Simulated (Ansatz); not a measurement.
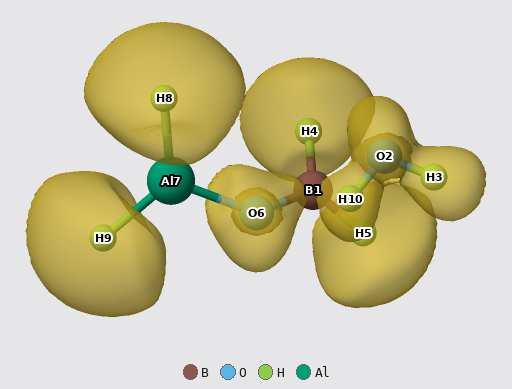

The picture shows: AlBH$_{4}$O···H$_{2}$O. Isosurface of the ELF at 0.75 (yellow), seen from one side. Core shells and regions of very low density are left out.

Not at a stationary point (largest force 1.2 eV/Å).

Theory: RHF/6-31G* in Ansatz.

Input file:

```
crystal:
  periodic: [false, false, false]
  atoms:
    - { symbol: B, position_ang: [0.0, 0.0, 0.0] }
    - { symbol: O, position_ang: [0.0, 0.0, 1.76] }
    - { symbol: H, position_ang: [-0.9095, -0.2814, 2.0971] }
    - { symbol: H, position_ang: [1.0305, 0.0, -0.595] }
    - { symbol: H, position_ang: [-1.0305, 0.0, -0.595] }
    - { symbol: O, position_ang: [0.0766, 1.621, 0.5392] }
    - { symbol: Al, position_ang: [0.7098, 2.1426, 2.1189] }
    - { symbol: H, position_ang: [1.2046, 1.0815, 3.1499] }
    - { symbol: H, position_ang: [0.7698, 3.6608, 2.4724] }
    - { symbol: H, position_ang: [0.0506, 1.0697, 1.5173] }
basis:
  gaussian: { orbitals: "6-31G*" }
hamiltonian:
  xc: hf
relax:
  f_tol: 0.15
  max_steps: 25
  restrain:
    - { distance: [0, 5], at: 1.41, k: 30.0 }
    - { distance: [9, 1], at: 1.01, k: 30.0 }
    - { distance: [0, 1], at: 2.61, k: 30.0 }
    - { distance: [9, 5], at: 2.21, k: 30.0 }
output:
  orbitals: {}
```

Run with:

```sh
ansatz run input.yaml --threads 1 --pin off --max-ram 2048MiB --backend cpu --events-out ev --progress --plain --runs-dir out
```

The fields are those of the run's last geometry, not of the input's.

### What do the ELF domains correspond to?

The surface consists of three regions around hydrogen nuclei, one region on O in which the atom's valence shell and bonds are merged, one region wrapped around H (its valence shell) and one joined region spread over several atoms (H, O), in which their bonds and any lone pairs are merged. Profiles from the grid: B1···O2 (2.61 Å): the ELF is about 0.05 at the midpoint. B–O (1.38 Å): the ELF peaks at about 0.90 between the atoms, as expected for a short, strongly polar bond.
